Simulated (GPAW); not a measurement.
# Ballistic transport through an In chain with a Cu atom bridging one bond, from relaxation to T(E), part 3 of 3

Aim: the conductance of an In chain with a Cu atom bridging one bond after relaxation, and whether geometry, basis or functional moves it most.

GPAW 26.7.0; GPAW LCAO, PAW setups; relaxation of the junction within the symmetry of its start, lead ends held (the session's first sound run).

So far, transmission at the Fermi level (one spin): step 3 (GPAW, dzp, PBE, GPAW) 2.16; step 4 (basis szp(dzp), PBE, GPAW) 2.17; step 5 (basis sz(dzp), PBE, GPAW) 2.15; step 6 (RPBE) 2.15; step 7 (the structure as built: geometry = "as built", PBE, GPAW) 2.24.

### 9. Comparison

The curves are compared point by point over the common energies.

This step: comparison of transmission and cost over codes, levels and geometry (GPAW 26.7.0).

Ladder, by row:

| step | code | T at the Fermi level (sum over the listed spins) | conductance (G0) | r.m.s. T(E) from the first | wall time (s) | peak memory (GiB) | threads |
| --- | --- | --- | --- | --- | --- | --- | --- |
| dzp | GPAW | 2.16 | 2.153 | 0 | 81.1 | 1.23 | 1 |
| szp | GPAW | 2.171 | 2.164 | 0.1493 | 80.53 | 1.2 | 1 |
| sz | GPAW | 2.151 | 2.149 | 0.13 | 44.63 | 1.1 | 1 |
| dzp-RPBE | GPAW | 2.152 | 2.145 | 0.03039 | 73.67 | 1.23 | 1 |
| asbuilt | GPAW | 2.237 | 2.226 | 0.2058 | 78.49 | 1.23 | 1 |

Table of transmission, zone mean, sum over the listed spins by energy, zero at the Fermi level:

| energy (eV) | dzp | szp | sz | dzp-RPBE | asbuilt |
| --- | --- | --- | --- | --- | --- |
| -2.000 | 0.0187 | 1.4e-8 | 0.194 | 0.0879 | 0.0161 |
| -1.500 | 4.3e-8 | 2.1e-8 | 1.8e-7 | 5.4e-8 | 5.2e-8 |
| -1.000 | 0.380 | 0.290 | 0.538 | 0.390 | 0.00385 |
| -0.500 | 0.949 | 0.949 | 0.967 | 0.950 | 0.885 |
| 0.000 | 2.16 | 2.17 | 2.15 | 2.15 | 2.24 |
| 0.500 | 2.37 | 2.38 | 2.33 | 2.38 | 2.50 |
| 1.000 | 2.49 | 2.51 | 2.42 | 2.50 | 2.73 |
| 1.325 | 2.57 | 2.61 | 2.50 | 2.57 | 2.77 |
| 1.375 | 2.57 | 2.62 | 2.51 | 2.57 | 2.78 |
| 1.500 | 2.56 | 2.64 | 2.52 | 2.55 | 2.77 |
| 2.000 | 1.96 | 2.73 | 2.62 | 1.96 | 2.48 |

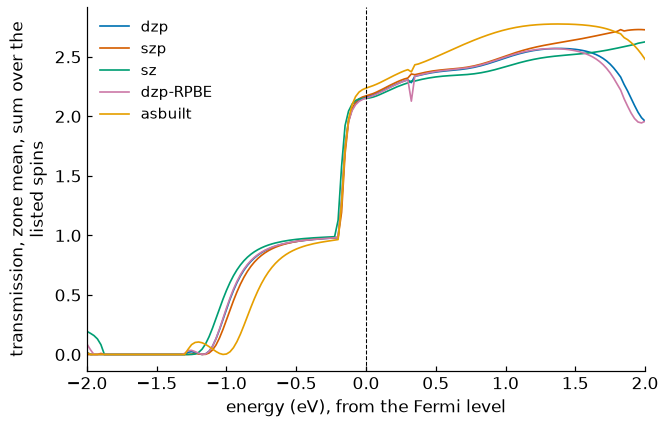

Transmission, zone mean, sum over the listed spins against energy.

### 10. Density threshold 0.01

The Hamiltonian is taken from the last density. The density threshold is one of the tests that end the cycle; the energy must settle too, so a loose value may not be the test that decides.

This step: GPAW LCAO, PAW setups; Landauer transmission from Green's functions with principal layers (ASE), zero bias (GPAW 26.7.0).

run.py

```python
import json
import numpy as np
from ase import Atoms
from ase.transport.calculators import TransportCalculator
from gpaw import GPAW, FermiDirac
from gpaw.lcao.tools import get_lcao_hamiltonian
from scipy.linalg import eigh

# The junction with lead layers at both ends, along the third cell vector
device = Atoms(
    ['In', 'In', 'In', 'In', 'In', 'In', 'Cu', 'In', 'In', 'In', 'In', 'In', 'In'],
    positions=[
        [4.50000, 4.50000, 1.47500],
        [4.50000, 4.50000, 4.42500],
        [4.50000, 4.50000, 7.37500],
        [4.50000, 4.50000, 10.32500],
        [4.50000, 4.50000, 13.27500],
        [4.46702, 4.50000, 16.31698],
        [6.60970, 4.50000, 17.80000],
        [4.46702, 4.50000, 19.28302],
        [4.50000, 4.50000, 22.32500],
        [4.50000, 4.50000, 25.27500],
        [4.50000, 4.50000, 28.22500],
        [4.50000, 4.50000, 31.17500],
        [4.50000, 4.50000, 34.12500]],
    cell=[[9.0, 0.0, 0.0], [0.0, 9.0, 0.0], [0.0, 0.0, 35.6]],
    pbc=True)

# One principal layer of the lead: the first 3 atoms of the device
lead = Atoms(
    ['In', 'In', 'In'],
    positions=[
        [4.50000, 4.50000, 1.47500],
        [4.50000, 4.50000, 4.42500],
        [4.50000, 4.50000, 7.37500]],
    cell=[[9.0, 0.0, 0.0], [0.0, 9.0, 0.0], [0.0, 0.0, 8.85]],
    pbc=True)

settings = dict(mode='lcao', basis='dzp', xc='PBE', h=0.2,
                occupations=FermiDirac(0.1), maxiter=250,
                mixer=dict(beta=0.1, nmaxold=8, weight=100.0),
                convergence=dict(density=0.01))
energies = np.arange(-2, 2 + 1e-9, 0.025)
eta = 0.0001
n1, n2 = 1, 1
# k and -k transmit alike, so half of the mesh across the current serves
mesh = [(i, j) for i in range(n1) for j in range(n2) if (i, j) <= (-i % n1, -j % n2)]
weights = np.array([1 if (i, j) == (-i % n1, -j % n2) else 2 for i, j in mesh]) / (n1 * n2)


def ground_state(atoms, size, txt):
    atoms.calc = GPAW(kpts={'size': size, 'gamma': True}, symmetry={'tolerance': 1e-3}, txt=txt, **settings)
    atoms.get_potential_energy()
    return atoms.calc.get_fermi_level()


def blocks(atoms, fermi, points, nz, cells):
    """H - E_F S and S between cell 0 and the cells above it, at each point across the current."""
    kz = np.arange(nz) / nz
    calc = atoms.calc.fixed_density(kpts=[(*k, z) for k in points for z in kz], symmetry='off', txt=None)
    H, S = get_lcao_hamiltonian(calc)
    H = (H - fermi * S).reshape(len(H), len(points), nz, *S.shape[1:])
    S = S.reshape(H.shape[1:])
    phases = [np.exp(-2j * np.pi * kz * R) / nz for R in cells]
    return [(np.einsum('skzij,z->ksij', H, p), np.einsum('kzij,z->kij', S, p)) for p in phases]


def pair(a, b):
    return np.block([[a, b], [b.T.conj(), a]])


def count_channels(h, s, cells, nk=240):
    """Half the number of times that the lead's bands cross each energy, unfolded to its shortest repeat."""
    b = len(h) // cells
    bands = []
    for k in (np.arange(nk + 1) + 0.5) / nk:
        hk, sk = h[:b, :b].copy(), s[:b, :b].copy()
        for R in range(1, cells):
            phase, block = np.exp(2j * np.pi * k * R), slice(R * b, (R + 1) * b)
            hk += h[:b, block] * phase + (h[:b, block] * phase).T.conj()
            sk += s[:b, block] * phase + (s[:b, block] * phase).T.conj()
        w, u = eigh(sk)
        x = u[:, w > 1e-5] / w[w > 1e-5]**0.5  # drop near-dependent combinations
        bands.append(np.r_[eigh(x.T.conj() @ hk @ x, eigvals_only=True), [1e9] * (w <= 1e-5).sum()])
    below = np.array(bands)[:, :, None] < energies
    return (below[1:] != below[:-1]).sum((0, 1)) / 2


fermi_lead = ground_state(lead, (1, 1, 13), 'lead.txt')
fermi_device = ground_state(device, (1, 1, 2), 'device.txt')
T, channels, eigen, tail, misfit, shifts = [], [], [], 0.0, 0.0, []
for first in range(0, len(mesh), 657):
    points = [(i / n1, j / n2) for i, j in mesh[first:first + 657]]
    (H0k, S0k), (H1k, S1k), (H2k, _) = blocks(lead, fermi_lead, points, 5, range(3))
    [(Hk, Sk)] = blocks(device, fermi_device, points, 2, [0])
    tail = max(tail, abs(H2k).max())
    for H0, S0, H1, S1, H, S in zip(H0k, S0k, H1k, S1k, Hk, Sk):
        n = len(S0)
        # Shift the lead onto the potential of the device's first layer
        shift = ((H[:, 0, 0] - H0[:, 0, 0]) / S0[0, 0]).real.mean()
        shifts.append(shift)
        misfit = max(misfit, abs(H[:, :n, :n] - H0 - shift * S0).max())
        Tk, Ck, Ek = [], [], []
        for s in range(len(H)):
            t = s % len(H0)  # a lead without moments serves both spins
            h1, s1 = pair(H0[t] + shift * S0, H1[t] + shift * S1), pair(S0, S1)
            leads = dict(h1=h1, s1=s1, energies=energies, eta=eta, eta1=eta, eta2=eta)
            calc = TransportCalculator(h=H[s], s=S, eigenchannels=3, **leads)
            Tk.append(calc.get_transmission())
            Ek.append(np.sort(calc.eigenchannels_ne, axis=0)[::-1])
            Ck.append(count_channels(h1, s1, 6))
        T.append(Tk)
        channels.append(Ck)
        eigen.append(Ek)
T, channels = np.array(T), np.array(channels)
mean, open_channels = np.einsum('kse,k->se', T, weights), np.einsum('kse,k->se', channels, weights)

print(f'basis functions: device {len(S)}, principal layer {n}')
print(f'Fermi level: lead {fermi_lead:.4f} eV, device {fermi_device:.4f} eV; lead shifted by {np.mean(shifts):.4f} eV')
print(f'largest coupling past the next layer {tail:.2e} eV, largest misfit of the first layer {misfit:.3f} eV')
print('  E-E_F (eV)   ' + 'T (one spin)  channels')
for e, t, c in zip(energies, mean.T, open_channels.T):
    print(f'{e:10.3f}  ', *[f'{x:11.4e}' for x in t], *[f'{x:9.4f}' for x in c])

kT = 8.617333e-5 * 300
fine = np.linspace(energies[0], energies[-1], 4001)
both = np.exp(np.interp(fine, energies, np.log(np.maximum(mean.sum(0) * 2 / len(mean), 1e-30))))
fermi = lambda mu: 1 / (1 + np.exp(np.clip((fine - mu) / kT, -200, 200)))
slope = fermi(0) * (1 - fermi(0)) / kT
G = np.trapezoid(both * slope, fine) / 2
seebeck = -np.trapezoid(both * slope * fine, fine) / (2 * G * 300) * 1e6
print(f'conductance at 300 K: {G:.5g} G0 a cell; thermopower {seebeck:.4g} uV/K')
bias = [0.1, 0.2, 0.5, 1.0, 1.5, 2.0]
current = [38.74 * np.trapezoid(both * (fermi(V / 2) - fermi(-V / 2)), fine) for V in bias]
for V, I in zip(bias, current):
    print(f'current from the zero-bias T(E) at {V} V: {I:.5g} uA')
zero = abs(energies).argmin()
json.dump(dict(energies=energies.tolist(), T=mean.tolist(), channels=open_channels.tolist(), G=G, seebeck=seebeck,
               bias=bias, current=current, tail=tail, misfit=misfit, shift=np.mean(shifts), n_device=len(S), n_lead=n,
               fermi=[fermi_lead, fermi_device], energy=device.get_potential_energy(),
               moments=device.get_magnetic_moments().tolist(), mesh=mesh, weights=weights.tolist(),
               T_k=T[:, :, zero].tolist(), eigen=np.array(eigen[0]).tolist()), open('result.json', 'w'))
```

On the command line:

```console
> OMP_NUM_THREADS=1 OPENBLAS_NUM_THREADS=1 python run.py
```

Log:

```text
basis functions: device 291, principal layer 69
Fermi level: lead -2.1996 eV, device -2.1542 eV; lead shifted by -0.0372 eV
largest coupling past the next layer 1.88e-06 eV, largest misfit of the first layer 0.041 eV
  E-E_F (eV)   T (one spin)  channels
    -2.000    9.2503e-07    0.0000
    -1.975    9.2132e-08    0.0000
    -1.950    5.1780e-08    0.0000
    -1.925    5.0579e-08    0.0000
    -1.900    7.4027e-08    0.0000
    -1.875    1.8236e-07    0.0000
    -1.850    2.1107e-06    0.0000
    -1.825    9.4282e-07    0.0000
    -1.800    7.0236e-06    0.0000
    -1.775    3.5667e-08    0.0000
    -1.750    2.2527e-08    0.0000
    -1.725    1.6059e-08    0.0000
    -1.700    1.2803e-08    0.0000
    -1.675    1.1178e-08    0.0000
    -1.650    1.0548e-08    0.0000
    -1.625    1.0684e-08    0.0000
[...]
1.825    2.3511e+00    3.0000
     1.850    2.3056e+00    3.0000
     1.875    2.2513e+00    3.0000
     1.900    2.1916e+00    3.0000
     1.925    2.1294e+00    3.0000
     1.950    2.0688e+00    3.0000
     1.975    2.0158e+00    3.0000
     2.000    1.9765e+00    3.0000
conductance at 300 K: 2.1249 G0 a cell; thermopower -2.94 uV/K
current from the zero-bias T(E) at 0.1 V: 16.42 uA
current from the zero-bias T(E) at 0.2 V: 32.499 uA
current from the zero-bias T(E) at 0.5 V: 74.197 uA
current from the zero-bias T(E) at 1.0 V: 138.03 uA
current from the zero-bias T(E) at 1.5 V: 201.81 uA
current from the zero-bias T(E) at 2.0 V: 261.27 uA
```

Elapsed: 60 s, on 1 thread of Intel Xeon Platinum 8375C at 2.90GHz (Ice Lake), shared host; peak memory 1.2 GiB.

The run finished with changed settings (conv = 0.01); it serves as a test.

Side by side:

| quantity | this run | sound run | difference |
| --- | --- | --- | --- |
| conductance (G₀) | 2.1249 | 2.1531 | -0.0282 |
| largest coupling past the next principal layer (eV) | 1.883e-6 | 1.883e-6 | -8.4e-11 |
| largest misfit of the first principal layer (eV) | 0.040674 | 0.029104 | 0.0116 |
| shift that aligns the lead (eV) | -0.037243 | -0.022850 | -0.0144 |
| transmission at the Fermi level (one spin) | 2.1354 | 2.1603 | -0.0249 |

### 11. What came out

| Quantity | Value |
| --- | --- |
| conductance | 2.15 G₀ |
| transmission at the Fermi level, mean of the spins | 2.16 |
| open channels of the lead there | 3 |

**Reading.** In the dzp basis the junction conducts 2.15 G₀ at 300 K, with T = 2.16 a spin at the Fermi level; the sz basis reaches that conductance within 10 %. Relaxation moved atoms by up to 0.098 Å and took the conductance from 2.23 to 2.15 G₀, as a ratio a larger change than the step from dzp to the minimal basis. The scatterer reflects about 28 % of the incoming channels at the Fermi level. At the Fermi level the three most open eigenchannels pass 0.99, 0.91 and 0.27. Measured against the first run (dzp), the nearest curve is that of dzp-RPBE (r.m.s. 0.030) and the farthest that of asbuilt (0.21). Over the compared runs wall time goes from 45 s (sz) to 81 s (dzp), on a shared host. The leads kept an estimated spacing and the cell its length, so the junction may be under some tension or compression. The geometry comes from the orbital basis, which tends to overbind, and kept the symmetry of the start, so a structure of lower symmetry may lie lower. The run had no spin polarisation, so a magnetic state, which chains and small molecules with open shells often have, wasn't tested. Spin-orbit coupling is left out, which matters for the heavy atoms here. An evenly spaced straight chain is an idealisation: free chains tend to dimerise, zigzag or, where a band edge lies near the Fermi level, turn magnetic. The currents use the zero-bias T(E) throughout, which holds only while the bias is small against the distance to the nearest feature. The thermopower isn't quoted: it samples T(E) farther from the Fermi level than the conductance does, and the energy grid wasn't tested for it.

[Logs are printed without paths, hosts, clocks, repeated set-up lines and the standing remarks that a program may print on its own settings, such as how far it seeks lower states.]

[Hosts, paths, dates, database ids (printed as entryN), source tags and the programs' standing remarks are cut or masked in the printed files.]
